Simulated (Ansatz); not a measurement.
# Single-point calculation, with input and output: Mg7CuO8

The run: single-point calculation of Mg7CuO8 (defect cell, 16 atoms in the cell). Method and program: DFT, PBE, PAW, plane waves, scalar-relativistic, spin-polarised (Ansatz 0.2.0).

It belongs to a series of runs on one base structure; here: parallel moments, default search for lower states. Figures and captions count atoms from 1; the log counts them from 0 in places.

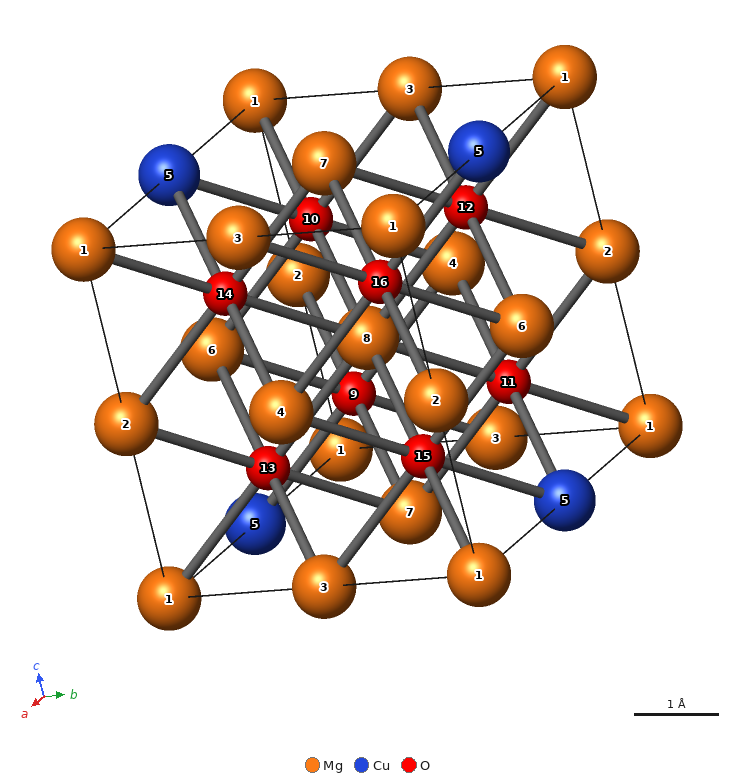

**Figure 1.** The structure (ball-and-stick view of the cell of the calculation, seen slightly off an axis; atoms are numbered from 1 in the order of the input). An atom can appear more than once, as a periodic image.

Key numbers

| quantity | value |
| --- | --- |
| outcome | converged |
| electrons treated | 137 |
| free energy | −24649.1741 eV |
| Fermi energy | 8.887 eV |
| net moment of the cell | 1.00 μB |
| integrated absolute moment | 1.09 μB |
| pressure | −8.87 GPa |
| largest force (length of the vector) | 0.389 eV/Å |
| hardware | 4 threads of Arm Neoverse V1, 24 GiB of memory available, shared host |
| wall time | 2.3 s (CPU time 8 s) |
| peak memory | 0.55 GiB |

Remarks

The k-point mesh is coarse for a cell of this size, so the results may not be converged.

Input
```yaml
crystal:
  lattice:
    - [0.0, 4.3554, 4.3554]
    - [4.3554, 0.0, 4.3554]
    - [4.3554, 4.3554, 0.0]
  atoms:
    - { symbol: Mg, position: [0.0, 0.0, 0.0] }
    - { symbol: Mg, position: [0.0, 0.0, 0.5] }
    - { symbol: Mg, position: [0.0, 0.5, 0.0] }
    - { symbol: Mg, position: [0.0, 0.5, 0.5] }
    - { symbol: Cu, position: [0.5, 0.0, 0.0], spin: 1.0 }
    - { symbol: Mg, position: [0.5, 0.0, 0.5] }
    - { symbol: Mg, position: [0.5, 0.5, 0.0] }
    - { symbol: Mg, position: [0.5, 0.5, 0.5] }
    - { symbol: O, position: [0.25, 0.25, 0.25] }
    - { symbol: O, position: [0.25, 0.25, 0.75] }
    - { symbol: O, position: [0.25, 0.75, 0.25] }
    - { symbol: O, position: [0.25, 0.75, 0.75] }
    - { symbol: O, position: [0.75, 0.25, 0.25] }
    - { symbol: O, position: [0.75, 0.25, 0.75] }
    - { symbol: O, position: [0.75, 0.75, 0.25] }
    - { symbol: O, position: [0.75, 0.75, 0.75] }
magnetization:
  spin_polarized: true
hamiltonian:
  xc: pbe
  pseudopotentials: { kind: paw }
basis:
  ecutwfc: 420
kpoints:
  mp_grid: { grid: [2, 2, 2] }
scf:
  occupations: { method: fermi_dirac, width: 0.01 }
output:
  forces: true
  stress: true
```

Command:
```bash
ansatz run input.yaml --threads 4 --pin off --max-ram 9216MiB --backend cpu --events-out ev --progress --plain --runs-dir out
```

Output
```
Engine: ansatz 0.2.0, aarch64-unknown-linux-gnu
Pseudopotentials: kind: paw
Pseudopotential: Mg, paw, valence charge 10, recommended cutoff 420 eV (normal), Mg.paw.azcp
Pseudopotential: Cu, paw, valence charge 19, recommended cutoff 420 eV (normal), Cu.paw.azcp
Pseudopotential: O, paw, valence charge 6, recommended cutoff 420 eV (normal), O.paw.azcp
Functional definition: PBE
  parameter kappa = 0.804
  parameter beta = 0.06672455060314922
  exchange = pbe_x(kappa = kappa, mu = beta*pi^2/3)
  correlation = pbe_c(beta = beta)
Crystal: 16 atoms, lattice volume = 165.240 Å³
Basis set: ecut = 420 eV, 3215 PW (Γ), exchange–correlation on 90×90×90 points (8 copies of the dense FFT grid, shifted against one another)
Bands: 85, of which v1, the nominal top of the filled ones, is band 69 counted from 1 (68 counted from 0)
Symmetry: 48 space group operations
Space group: Fm-3m (ITA 225), of the structure as read, at distance tolerance 5.5e-5 Å
Magnetic group: BNS 225.116 (UNI 1618), of the structure as read, at distance tolerance 5.5e-5 Å
k-points: 3 of 8
Non-local potential: Mg, projectors of the file, l = 0: 3, l = 1: 2, l = 2: 1
Non-local potential: Cu, projectors of the file, l = 0: 3, l = 1: 2, l = 2: 3, l = 3: 1
Non-local potential: O, projectors of the file, l = 0: 2, l = 1: 2, l = 2: 1
PAW form: soft (Blöchl's): semilocal exchange-correlation on the pseudo side does not see the compensation charge
PAW one-centre angular grid: Mg, 110 points (default); XC on 64 Gauss nodes
PAW one-centre angular grid: Cu, 590 points (default); XC on 64 Gauss nodes
PAW one-centre angular grid: O, 110 points (default); XC on 64 Gauss nodes
Initial density: superposition of atomic densities (chi_scale 0.1, normalization cell, long waves kept (reshape's long-wave potential 0.00 eV rms))
Starting moments: Σ|m| = 1 μB on 1 of 16 sites
Initial wavefunctions: pseudopotential atomic-orbital guess
Functional: x = pbe(κ = 0.804, μ = 0.2195149727645171), c = pbe(β = 0.06672455060314922)
iter 1 solved again at ethr=2.97e-3 eV; its pass at ethr=3.10e-3 eV (dr2=4.07e0 eV) is discarded
SCF iter   1: F=—  HF=-24649.270021 eV  |F-HF|=—  |Δ(HF+E_count)|=         —  Δρ=3.96e-2 (↑3.37e-2 ↓3.96e-2)  dr2=4.07e0  dr2_m=2.79e-1  M=1.000 μB ∫|m|=1.014 μB  β_m=0.30  ethr=2.97e-3  ⟨swp⟩=1.0  Hψ=2367  notcnv=0
preconditioner: auto → Resta (q_TF=auto, 2.644 Å⁻¹)  ε∞=4.1  [insulator: Δε(μ)=0.222 eV  Ē_g=13.976 eV  σ=0.010 eV  W_gap=0.62  n_scr=58 (ndim 8)  ℏωp=24.7 eV  f_vac=0.000  D(μ)=23.44/eV (n_scr^D=338)  ε∞_Penn≈4.1]
spin=Collinear: Resta preconditioning applied to the charge; magnetization (m = ρ↑ − ρ↓) channel mixes plain (no charge-response kernel on spin).
SCF iter   2: F=—  HF=-24649.005691 eV  |F-HF|=—  |Δ(HF+E_count)|=   2.64e-1  Δρ=2.46e-2 (↑2.43e-2 ↓2.46e-2)  dr2=2.21e0  dr2_m=8.03e-2  M=1.000 μB ∫|m|=1.026 μB  β_m=0.30  ethr=2.97e-3  ⟨swp⟩=2.3  Hψ=611  notcnv=0
spin-set hold released at iteration 2 (site moments show no strong build): the magnetisation degrees of freedom join the quasi-Newton model from the next iteration; the mixer history was kept
SCF iter   3: F=—  HF=-24649.070884 eV  |F-HF|=—  |Δ(HF+E_count)|=   6.52e-2  Δρ=1.28e-2 (↑8.58e-3 ↓1.28e-2)  dr2=2.80e-1  dr2_m=8.30e-2  M=1.000 μB ∫|m|=1.033 μB  β_m=0.30  ethr=1.61e-3  ⟨swp⟩=3.0  Hψ=937  notcnv=0  defer=56
SCF iter   4: F=—  HF=-24649.153684 eV  |F-HF|=—  |Δ(HF+E_count)|=   8.28e-2  Δρ=5.39e-3 (↑5.39e-3 ↓4.20e-3)  dr2=6.30e-2  dr2_m=1.47e-2  M=1.000 μB ∫|m|=1.052 μB  β_m=0.52  ethr=2.05e-4  ⟨swp⟩=3.0  Hψ=887  notcnv=0  defer=56
SCF iter   5: F=—  HF=-24649.171069 eV  |F-HF|=—  |Δ(HF+E_count)|=   1.74e-2  Δρ=3.05e-3 (↑1.27e-3 ↓3.05e-3)  dr2=1.41e-2  dr2_m=3.89e-3  M=1.000 μB ∫|m|=1.072 μB  β_m=0.57  ethr=4.60e-5  ⟨swp⟩=3.0  Hψ=1027  notcnv=0  defer=56
SCF iter   6: F=—  HF=-24649.173425 eV  |F-HF|=—  |Δ(HF+E_count)|=   2.36e-3  Δρ=9.90e-4 (↑4.29e-4 ↓9.90e-4)  dr2=2.51e-3  dr2_m=2.43e-4  M=1.000 μB ∫|m|=1.082 μB  β_m=0.76  ethr=1.03e-5  ⟨swp⟩=2.0  Hψ=674  notcnv=0  defer=56
SCF iter   7: F=—  HF=-24649.174037 eV  |F-HF|=—  |Δ(HF+E_count)|=   6.12e-4  Δρ=2.65e-4 (↑2.65e-4 ↓2.34e-4)  dr2=2.74e-4  dr2_m=6.81e-6  M=1.000 μB ∫|m|=1.088 μB  β_m=0.73  ethr=1.83e-6  ⟨swp⟩=2.0  Hψ=653  notcnv=0  defer=56
SCF iter   8: F=—  HF=-24649.174056 eV  |F-HF|=—  |Δ(HF+E_count)|=   1.96e-5  Δρ=2.19e-4 (↑6.37e-5 ↓2.19e-4)  dr2=7.73e-5  dr2_m=1.62e-5  M=1.000 μB ∫|m|=1.089 μB  β_m=0.79  ethr=2.00e-7  ⟨swp⟩=2.0  Hψ=662  notcnv=0  defer=56
SCF iter   9: F=—  HF=-24649.174139 eV  |F-HF|=—  |Δ(HF+E_count)|=   8.33e-5  Δρ=9.70e-5 (↑3.07e-5 ↓9.70e-5)  dr2=1.69e-5  dr2_m=2.03e-6  M=1.000 μB ∫|m|=1.088 μB  β_m=0.89  ethr=5.64e-8  ⟨swp⟩=2.0  Hψ=603  notcnv=0  defer=56
SCF iter  10: F=—  HF=-24649.174138 eV  |F-HF|=—  |Δ(HF+E_count)|=   9.75e-7  Δρ=1.36e-5 (↑9.24e-6 ↓1.36e-5)  dr2=5.93e-7  dr2_m=2.36e-8  M=1.000 μB ∫|m|=1.088 μB  β_m=0.84  ethr=1.23e-8  ⟨swp⟩=2.0  Hψ=610  notcnv=0  defer=56
SCF iter  11: F=—  HF=-24649.174138 eV  |F-HF|=—  |Δ(HF+E_count)|=   1.98e-8  Δρ=1.33e-5 (↑4.89e-6 ↓1.33e-5)  dr2=3.86e-7  dr2_m=3.21e-8  M=1.000 μB ∫|m|=1.089 μB  β_m=0.70  ethr=4.33e-10  ⟨swp⟩=2.2  Hψ=818  notcnv=0  defer=56
SCF iter  12: F=—  HF=-24649.174138 eV  |F-HF|=—  |Δ(HF+E_count)|=   5.70e-8  Δρ=4.22e-6 (↑1.64e-6 ↓4.22e-6)  dr2=4.11e-8  dr2_m=3.47e-9  M=1.000 μB ∫|m|=1.089 μB  β_m=0.85  ethr=7.30e-11  ⟨swp⟩=2.0  Hψ=1428  notcnv=0
SCF iter  13: F=-24649.174138 eV  HF=-24649.174138 eV  |F-HF|=2.19e-9  |Δ(HF+E_count)|=   6.19e-9  Δρ=1.06e-6 (↑4.12e-7 ↓1.06e-6)  dr2=2.65e-9  dr2_m=2.29e-10  M=1.000 μB ∫|m|=1.089 μB  ethr=3.00e-11  ⟨swp⟩=3.0  Hψ=1118  notcnv=0
SCF 1 converged in 13 iterations: F = -24649.174138 eV  dr2 = 2.65e-9
  greatest PAW one-centre occupation: 1.000 electrons in one spin orbital (limit 2), on the Cu atom at site 4 (counted from 0), in its partial waves of l = 0
```

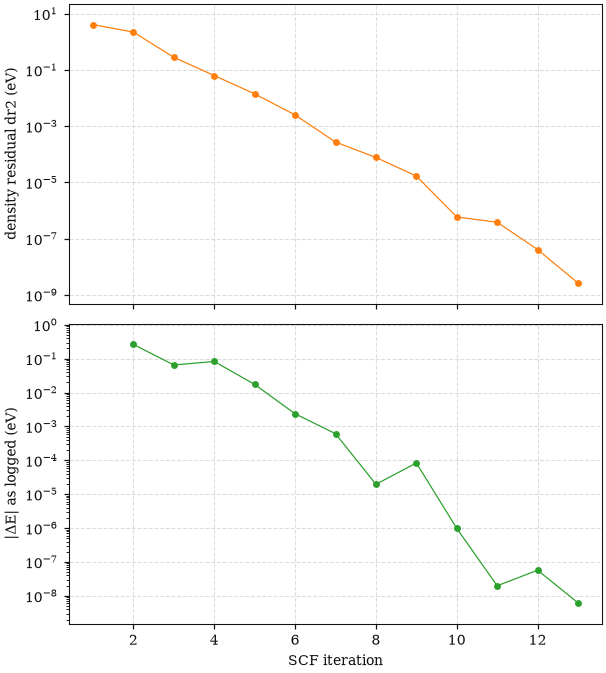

**Figure 2.** Convergence of the self-consistent field: density residual dr2 and size of the energy change against the SCF iteration. The residual falls at every step.

```
SCF converged after 13 iterations
Magnetization: 1.0000 μB (69.0000 up, 68.0000 down)
Absolute magnetization: 1.0866 μB (∫|ρ↑−ρ↓|, with the PAW one-centre terms)
Spin contamination: 0.0012 ħ² per cell (⟨S²⟩ above its minimum at these occupations)
Per-site moments (μB) at R_I (Å): [(-0.0006312808055979888, 0.8983012499999998), (-0.0006312808055977835, 0.8983012499999998), (-0.0006312808055978277, 0.8983012499999998), (0.0033787375498797955, 0.89830125), (0.6009991418420431, 0.8983012499999998), (-0.0006312808055976859, 0.89830125), (-0.0006312808055976191, 0.89830125), (-0.0006312808055976678, 0.89830125), (0.06740735673715346, 0.89830125), (0.06740735673715377, 0.89830125), (0.06740735673715383, 0.89830125), (-0.001355356031714264, 0.8983012499999998), (-0.0013553560317144003, 0.89830125), (0.06740735673715353, 0.8983012499999998), (0.06740735673715378, 0.8983012499999998), (0.06740735673715371, 0.8983012499999998)]
Free energy (F): -24649.174138 eV
Harris-Foulkes:  -24649.174138 eV  (|F-HF|=2.19e-9)
Internal energy: -24649.167523 eV  (E = F + TS)
E sigma→0 (E₀):  -24649.170831 eV
Entropy (-TS):   -0.006616 eV (-0.413 meV/atom)
Fermi energy:    8.887199 eV
--- Per-component energies (eV) ---
  E_band       = -2643.300449
  E_kinetic    = 2240.274051
  E_local      = -16997.899357  (includes V_loc(G=0)·N_el)
  E_nonlocal   = 1441.098287
  E_hartree    = 6374.283671
  E_xc         = -891.276117
  E_vxc        = -1141.915445  (∫ρ·V_xc dr)
  E_paw        = -4974.449147  (= ΣΔE_a)
  E_vpaw       = -933.443138  (= ΣTr[D̂ρ^β])
  E_aug_tail   = 0.019536  (compensation charges beyond the density's cutoff)
  E_ewald      = -11841.218447
  E_smearing   = -0.006616  (= −TS)
  E_closure    = -0.000000  (closes the sum)
  Σ components = -24649.174138   (vs F -24649.174138, Δ=0.00e0)
--- Forces (eV/Å), atoms counted from 1 ---
  atom   1  Mg    -0.00000000    -0.00000000     0.00000000
  atom   2  Mg    -0.00000000     0.00000000     0.00000000
  atom   3  Mg     0.00000000     0.00000000     0.00000000
  atom   4  Mg    -0.00000000    -0.00000000    -0.00000000
  atom   5  Cu     0.00000000     0.00000000     0.00000000
  atom   6  Mg    -0.00000000    -0.00000000    -0.00000000
  atom   7  Mg     0.00000000    -0.00000000     0.00000000
  atom   8  Mg    -0.00000000    -0.00000000    -0.00000000
  atom   9  O      0.38933845     0.00000000     0.00000000
  atom  10  O      0.00000000    -0.38933845     0.00000000
  atom  11  O     -0.00000000     0.00000000    -0.38933845
  atom  12  O      0.00000000     0.00000000    -0.00000000
  atom  13  O      0.00000000    -0.00000000    -0.00000000
  atom  14  O      0.00000000     0.00000000     0.38933845
  atom  15  O     -0.00000000     0.38933845     0.00000000
  atom  16  O     -0.38933845    -0.00000000    -0.00000000
  max |Σ_I F_I| component: 1.88e-18 eV/Å
--- Stress (GPa, compression-positive) ---
       -8.874855       0.000000      -0.000000
       -0.000000      -8.874855       0.000000
       -0.000000       0.000000      -8.874855
  P = ⅓ Tr σ = -8.8749 GPa (-88.749 kbar)
```

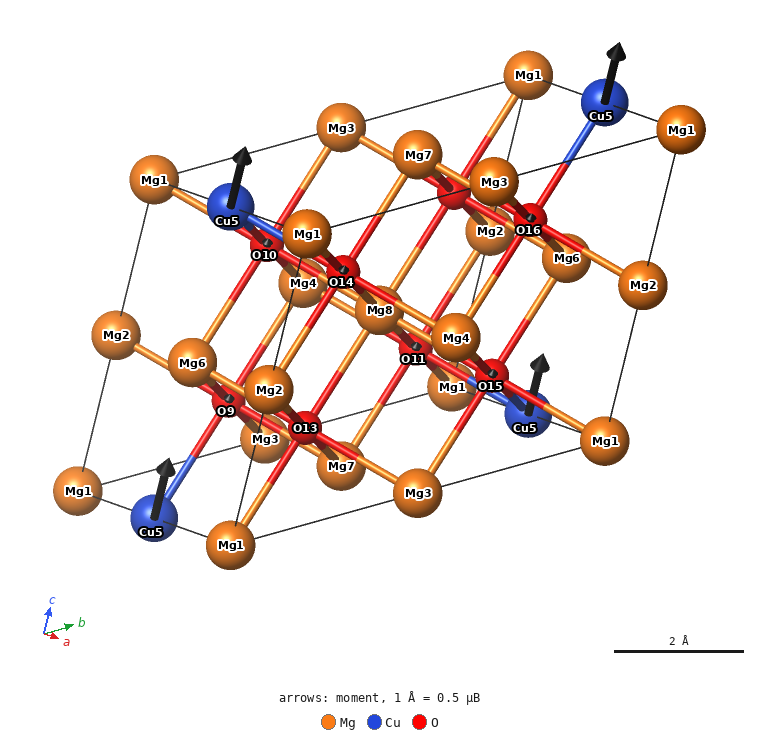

**Figure 3.** Magnetic moments of the sites as black arrows (ball-and-stick view of the cell of the calculation, seen slightly off an axis; atoms are numbered from 1 in the order of the input); small moments hardly show. The run is collinear, so the axis drawn is arbitrary. Site moments: Cu5 (0.60 μB); O9, O10, O11, O14, O15, O16 (0.07 μB). They are counted near the atoms and needn't add up to the moment of the cell.

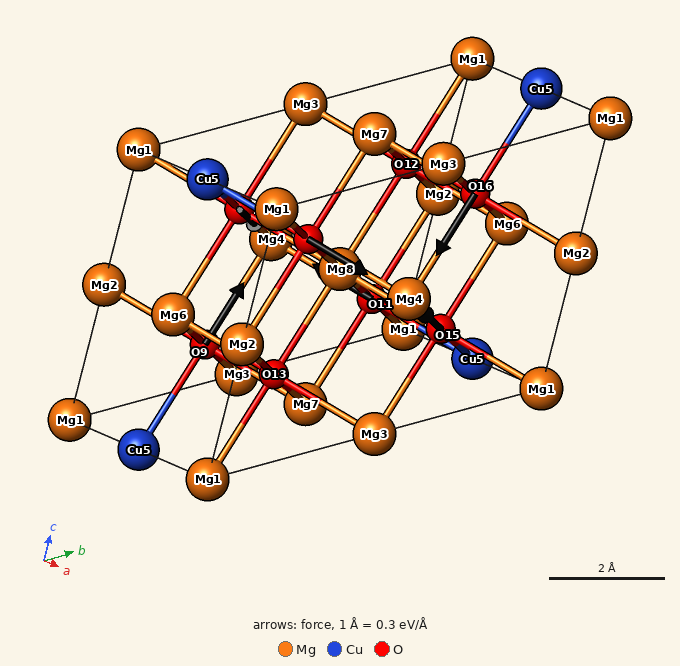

**Figure 4.** Forces on the atoms as black arrows (ball-and-stick view of the cell of the calculation, seen slightly off an axis; atoms are numbered from 1 in the order of the input). The largest act on O9, O10, O11, O14, O15, O16 (0.39 eV/Å). 
